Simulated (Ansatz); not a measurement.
The starting structures come from a database of crystals and need not be the phases stable at ambient conditions.

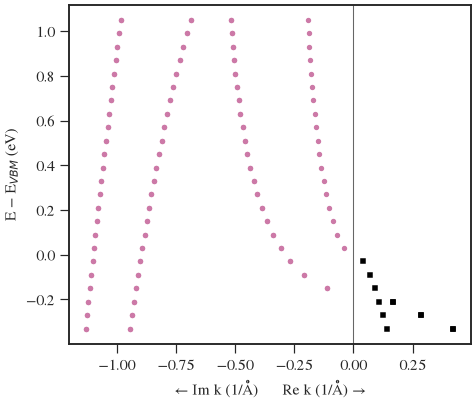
*Complex bands at the centre of the two-dimensional zone; PBEsol run with Ansatz (an electronic-structure program)*

The gap is the functional's own. No spin-orbit coupling. Mid-gap values are those at the computed energy nearest the middle.

Problem. This is HfS$_{2}$ (P-3m1, CdI2 type, 3 atoms a cell, 21.7 Å³ an atom) along the normal of (001). Read off the slowest decay at the centre of the two-dimensional zone at 0.39 eV, the computed energy nearest the middle of the gap.

Solution. κ ≈ 0.14 1/Å, a decay length 1/(2κ) of the density of 3.7 Å.
